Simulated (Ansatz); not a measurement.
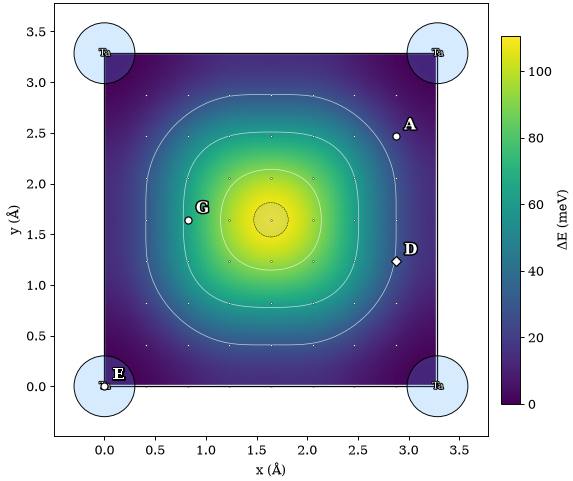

Cu on a Ta(100) slab cut from the Im-3m phase, its upper half relaxed before the scan (16 atoms of substrate and one adsorbate in a 2 × 2 cell). 
- Cu is moved over the surface cell at a fixed height above a rigid substrate; the origin of the map has the adsorbate above Ta13; the height is held at 2.80 Å.
- Places are given modulo a cell vector. The map is drawn in real space over the plane of the surface.
- Grid: 8 × 8 points; 15 points were computed and 49 follow by symmetry.
- Places are given in fractions of the 1 × 1 surface cell.
- Energies are in meV, from the lowest grid point.
- The runs have no spin polarisation, so an open-shell adsorbate far from the surface lies too high. At a fixed height the lowest place need not be the adsorption site.
- Method: DFT PBE+D3(BJ), scalar-relativistic, plane waves, PAW in Ansatz 0.2.0. Settings: cutoff 420 eV, k-mesh 4×4×1, gaussian smearing 0.1 eV, no spin polarisation.

Drawn: a smooth colour map with a few white contour lines, dots at the grid points, labelled circles for the atoms of the top layer and small ones for the second layer, the outline of one cell of the plane, lettered points. Between grid points the surface is interpolated.

Q: Is G the lowest point of the computed grid?

A: No. G lies 64 meV above the lowest grid point, which is at the top site over a surface Ta atom, (0/8, 0/8) of the cell vectors.

Q: What kind of point is each of A, D, E, G: minimum, saddle, maximum or slope?

A: A: on a slope; D: on a slope; E: minimum; G: on a slope. (In these two coordinates alone; a stationary point may lie a little off the grid point.)

PAW datasets: the set soft_1.
